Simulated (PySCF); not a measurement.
MoOF₄: frequency calculation

System: MoOF₄.
Method: RKS-based PBE0, Mo def2-SVP with ECP28, O def2-SVP, F def2-SVP; non-relativistic Hamiltonian with a scalar-relativistic core potential; density fitting (PySCF 2.14.0).

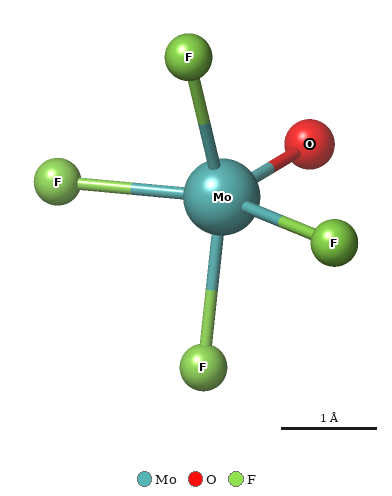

Fig. 1: The structure as given in the input (ball-and-stick view, seen at a tilt). Sticks mark near contacts. Bond lengths as drawn: F–Mo 1.83 Å and Mo–O 1.64 Å.

The input
```python
from pyscf import gto, scf, dft
mol = gto.M(atom='''
Mo     0.000000    -0.000000     0.055065
O      0.000000    -0.000000     1.691189
F      1.768458     0.000000    -0.424130
F     -0.000000     1.768458    -0.424130
F     -1.768458     0.000000    -0.424130
F     -0.000000    -1.768458    -0.424130''',
    basis={'Mo': 'def2-SVP', 'O': 'def2-SVP', 'F': 'def2-SVP'},
    ecp={'Mo': 'def2-SVP'},
    charge=0, spin=0)
mf = dft.RKS(mol, xc='PBE0')
mf.grids.atom_grid = (75, 302)
aux = {'Mo': 'def2-universal-JKFIT', 'O': 'def2-universal-JKFIT', 'F': 'def2-universal-JKFIT'}
mf = mf.density_fit(auxbasis=aux)
mf.conv_tol = 1e-09
mf.diis_space = 10
mf.max_cycle = 60
mf.verbose = 4
mf.kernel()
```

The script is an equivalent of the set-up of the self-consistent field. The run itself was carried out by a driver, which started from the orbitals of the step before it where there was one and computed the further properties.

Run on 2 threads of Intel Xeon (Granite Rapids), 64 GiB of memory available, shared host.

Command:
```bash
OMP_NUM_THREADS=2 python axn.py task.json out
```

Log
```
init E= -542.155838398472
  HOMO = -0.441363080634267  LUMO = -0.18744509811528  gap/eV = 6.90946
cycle= 1 E= -542.155838398299  delta_E= 1.73e-10  |g|= 3.35e-05  |ddm|= 3.25e-05
  HOMO = -0.441359785273313  LUMO = -0.187441349580801  gap/eV = 6.90947
cycle= 2 E= -542.155838397348  delta_E= 9.52e-10  |g|= 7.79e-05  |ddm|= 7.45e-05
  HOMO = -0.441362328407312  LUMO = -0.187443301319551  gap/eV = 6.90949
cycle= 3 E= -542.155838398498  delta_E= -1.15e-09  |g|= 9.02e-06  |ddm|= 5.29e-05
  HOMO = -0.441362073195471  LUMO = -0.187443729987461  gap/eV = 6.90947
cycle= 4 E= -542.155838398515  delta_E= -1.68e-11  |g|= 1.73e-07  |ddm|= 5.54e-06
  HOMO = -0.441362125670237  LUMO = -0.187443804284669  gap/eV = 6.90947
Extra cycle  E= -542.155838398518  delta_E= -3.64e-12  |g|= 2.2e-07  |ddm|= 3.59e-07
converged SCF energy = -542.155838398518
```

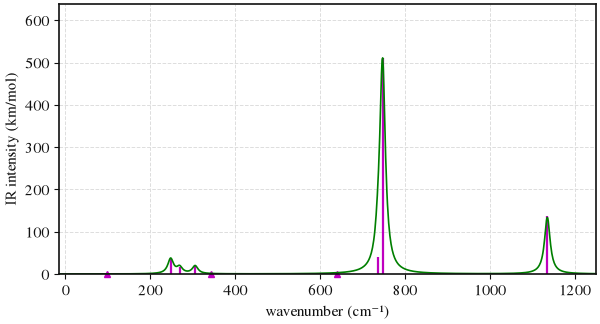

Fig. 2: Harmonic infrared spectrum, unscaled: sticks (degenerate modes added up, dark ones marked on the axis) with a Lorentzian envelope of 16 cm⁻¹ full width, scaled to the tallest stick. 12 modes from 99 to 1136 cm⁻¹, none imaginary. The strongest line is at 747 cm⁻¹ (511 km/mol). All modes, in cm⁻¹ (km/mol): 99 (0.0), 248 (18.2), 248 (18.2), 269 (15.5), 306 (9.6), 306 (9.6), 342 (0.0), 640 (0.0), 737 (41), 747 (256), 747 (256), 1136 (138).

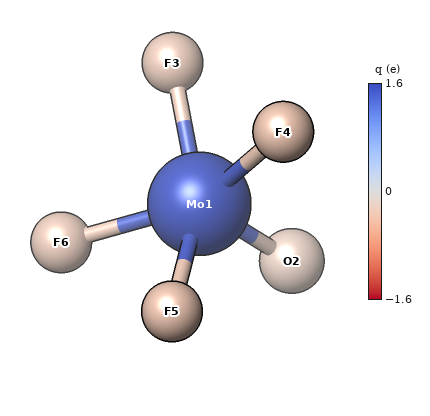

Fig. 3: Mulliken charges, as the colour of each atom (ball-and-stick view, seen at a tilt; atoms are numbered from 1 in the order of the input). By element: Mo +1.51, O −0.25 and F −0.32 e.

Results in brief

```tsv
quantity	value
outcome	converged
total energy	−542.155838 hartree
HOMO	−12.01 eV
LUMO	−5.10 eV
zero-point energy	0.013268 hartree
dipole moment	0.05 D
wavenumbers, lowest and highest	99 and 1136 cm⁻¹
wall time	52 s (CPU time 98 s)
peak memory	1.6 GiB
```
